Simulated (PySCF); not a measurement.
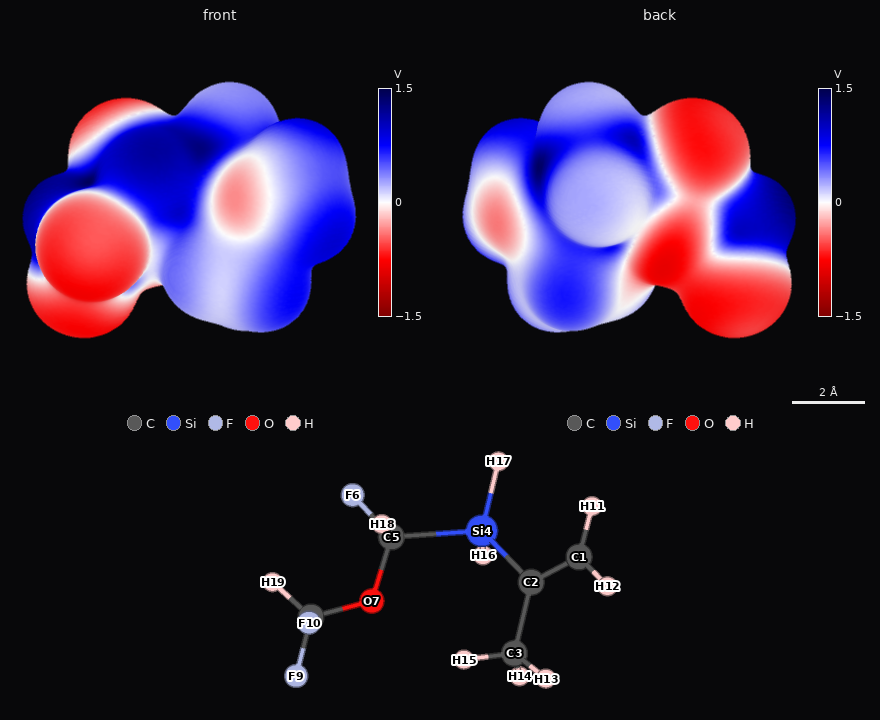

Figure. C₅H₉F₃OSi. The molecular electrostatic potential painted on the density surface at 0.002 e/bohr³, seen from the front and from behind; red is negative and blue positive. The bare structure is drawn below in the same view.

Geometry: GFN2-xTB.

Level of theory: PySCF 2.14.0, PBE0/pcSseg-1, SCF density, gas phase, non-relativistic.

```yaml
atoms:
  - { symbol: C, position_ang: [-2.6448, -1.0562, -0.9480] }
  - { symbol: C, position_ang: [-1.3262, -0.8972, -0.9021] }
  - { symbol: C, position_ang: [-0.5609, -0.4150, -2.0996] }
  - { symbol: Si, position_ang: [-0.3312, -1.2784, 0.6583] }
  - { symbol: C, position_ang: [0.5782, 0.3550, 1.1714] }
  - { symbol: F, position_ang: [1.2196, 0.2020, 2.3877] }
  - { symbol: O, position_ang: [1.5478, 0.5906, 0.1899] }
  - { symbol: C, position_ang: [2.2270, 1.7584, 0.3070] }
  - { symbol: F, position_ang: [3.2269, 1.7542, -0.5800] }
  - { symbol: F, position_ang: [1.4342, 2.8149, -0.0219] }
  - { symbol: H, position_ang: [-3.2078, -1.4097, -0.1013] }
  - { symbol: H, position_ang: [-3.2159, -0.8422, -1.8389] }
  - { symbol: H, position_ang: [-1.2229, -0.2342, -2.9438] }
  - { symbol: H, position_ang: [0.1866, -1.1510, -2.3907] }
  - { symbol: H, position_ang: [-0.0318, 0.5061, -1.8642] }
  - { symbol: H, position_ang: [0.7361, -2.2532, 0.4370] }
  - { symbol: H, position_ang: [-1.1898, -1.6202, 1.7938] }
  - { symbol: H, position_ang: [-0.0722, 1.2314, 1.2995] }
  - { symbol: H, position_ang: [2.6374, 1.9542, 1.3131] }
```

> Where is the surface potential most negative and most positive?

The most negative region (about −0.8 V) lies over O7 and F10, the most positive (about +1.3 V) over Si4, C5, C8 and H19.
